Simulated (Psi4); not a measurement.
# Energy and gradient calculation of C₈H₂₀O₄W (part 3 of 3)

The same run, continued: C₈H₂₀O₄W, multiplicity 3, SMILES CC[O][W]([O]CC)([O]CC)[O]CC; XLYP/def2-SVPD, UKS, dispersion D3(BJ), core potentials def2 (Psi4 1.11). The geometry comes from this level: GFN2-xTB.

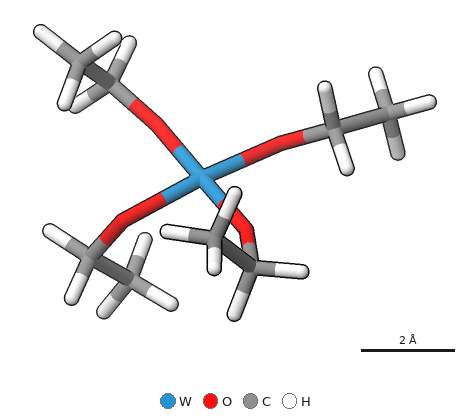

Fig. 1: The structure as given in the input (stick view, seen at a tilt). Sticks mark near contacts.

Log, continued:
```
  -Total Gradient:
     Atom            X                  Y                   Z
    ------   -----------------  -----------------  -----------------
       1        0.005609275580     0.002071803467     0.013417697929
       2        0.044144548131    -0.047009557488     0.001813960806
       3        0.000979541775    -0.019119425282    -0.010768177275
       4       -0.000939555015     0.002845779210     0.006245130866
       5        0.002203728078     0.000367155948     0.002329435288
       6       -0.000793123362    -0.001016158854     0.003393691202
       7        0.001223088041    -0.010493057262    -0.003859794043
       8       -0.006231543266     0.000148251416    -0.001559728553
       9        0.004231690939     0.004716058298    -0.006429022063
      10        0.018721630091     0.005513784785    -0.012801937559
      11       -0.009493139106    -0.003710660339     0.011621906039
      12        0.000561019594     0.001373967421    -0.009246312140
      13       -0.004887426859     0.001959142976     0.000027228752
      14       -0.003719731397    -0.003373226677     0.000500902902
      15       -0.006090254488    -0.000985100843     0.008306169971
      16        0.003939764444    -0.001412229941     0.002625262522
      17        0.000848426700     0.000724203243     0.003405933287
      18       -0.032226182282     0.056280568945     0.001529741702
      19       -0.015892510645     0.010351547144    -0.010701775625
      20        0.002267786058    -0.001260570707     0.006374989864
      21       -0.000997271934     0.000033232397     0.003230160753
      22        0.001642224968     0.002287004777     0.002315174079
      23       -0.007990692609     0.006871818669    -0.003866961014
      24        0.005779806535     0.000852949271    -0.006105764985
      25       -0.002947336245    -0.006888578160    -0.001320506817
      26       -0.017120511087     0.000556930254     0.006412015410
      27        0.014382489605    -0.000086097770    -0.002061068400
      28       -0.008414685856    -0.004871475040    -0.004385839001
      29        0.000638341526    -0.002957184275    -0.002382081074
      30        0.000585029226    -0.001081382462    -0.004648546566
      31        0.011158044312    -0.000909820795    -0.004703436170
      32       -0.002189512742     0.011784173852     0.000090563744
      33        0.001093512144    -0.003645352999     0.011258664189

	total time  =         64 seconds =       1.07 minutes

    Psi4 run time: 0:08:46.10
```

Key numbers:

- outcome: converged
- total energy: −684.882104 hartree
- dispersion energy: −0.112587 hartree
- basis functions: 447
- largest force: 3.336 eV/Å
- ⟨S²⟩: 2.006
- dipole moment: 1.31 D
- wall time: 8.8 min
- peak memory: 2.9 GiB
